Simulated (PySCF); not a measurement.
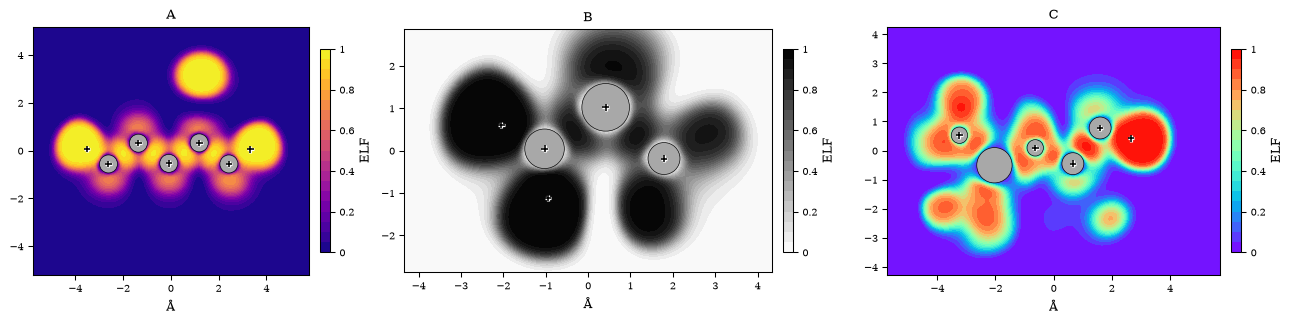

The electron localisation function of 3 systems, each on a plane through atoms (crosses mark nuclei in the plane; grey discs cover the cores).

The calculation used PBE0/pcSseg-1, SCF density, gas phase, non-relativistic (PySCF).

System 1: CH$_{5}$BS (SMILES BSC), the plane of atoms B1, S2 and C3. Geometry: GFN2-xTB.

```yaml
atoms:
  - { symbol: B, position_ang: [1.5770, -0.1075, 0.3927] }
  - { symbol: S, position_ang: [0.1998, -0.6964, -0.4985] }
  - { symbol: C, position_ang: [-1.2454, 0.0633, 0.3316] }
  - { symbol: H, position_ang: [1.4280, 0.5924, 1.3156] }
  - { symbol: H, position_ang: [2.6289, -0.4532, 0.0269] }
  - { symbol: H, position_ang: [-0.9981, 0.3026, 1.3591] }
  - { symbol: H, position_ang: [-2.0588, -0.6536, 0.2940] }
  - { symbol: H, position_ang: [-1.5224, 0.9619, -0.2112] }
```

System 2: C$_{6}$H$_{13}$N (SMILES C=N[C@H](C)CCC), the plane of atoms C6, C7 and H18. Geometry: GFN2-xTB, NEB image 0 of 0 to 8.

```xyz
20

C    -1.9906   -1.3293   -1.0904
N    -1.4837   -0.1974   -0.9465
C    -1.0043    0.2337    0.3363
C    -1.8052    1.4736    0.7372
C     0.4868    0.5704    0.2096
C     1.3437   -0.6647   -0.0568
C     2.8219   -0.3108   -0.1632
H    -2.3454   -1.6180   -2.0694
H    -2.1058   -2.0651   -0.2836
H    -1.1351   -0.5515    1.1056
H    -1.4291    1.8779    1.6733
H    -2.8557    1.2202    0.8608
H    -1.7200    2.2287   -0.0393
H     0.6106    1.2814   -0.6086
H     0.8165    1.0484    1.1344
H     1.0132   -1.1355   -0.9853
H     1.2010   -1.3863    0.7521
H     3.4148   -1.2021   -0.3555
H     2.9875    0.3942   -0.9749
H     3.1739    0.1428    0.7612
```

System 3: C$_{3}$H$_{10}$O$_{3}$Si, the plane of atoms C2, C1 and H10. Geometry: GFN2-xTB, MD frame at 250 fs, 300 K.

```csv
atom,x (Å),y (Å),z (Å)
C,-1.5864,1.9212,0.0494
C,-0.9730,0.5915,-0.4427
C,-1.8573,-0.6565,-0.3513
O,0.1260,0.3751,0.4058
Si,1.4243,-0.5001,0.2248
O,2.3329,-0.4787,1.5800
O,1.1697,-2.1131,0.0501
H,-1.8571,1.7791,1.0415
H,-0.9198,2.7689,-0.1144
H,-2.5042,2.1338,-0.5509
H,-0.5657,0.7147,-1.4694
H,-1.1871,-1.5475,-0.3652
H,-2.5272,-0.5574,-1.1888
H,-2.4824,-0.6875,0.5590
H,2.2030,-0.1020,-0.9022
H,2.5834,0.3629,1.9334
H,1.9462,-2.5975,0.3797
```

> Which map belongs to which system?

Panel A is system 2, C$_{6}$H$_{13}$N: the plane holds C and H. C–C (1.52 Å): the ELF peaks at about 0.95 between the atoms: localised, covalent bonding. Panel B is system 1, CH$_{5}$BS: the plane holds B, S, C and H. B–S (1.74 Å): the ELF peaks at about 0.95 between the atoms; a covalent bond. Panel C is system 3, C$_{3}$H$_{10}$O$_{3}$Si: the plane holds C, O and H. C–O (1.41 Å): the ELF peaks at about 0.90 between the atoms; a shared but strongly polarised pair.
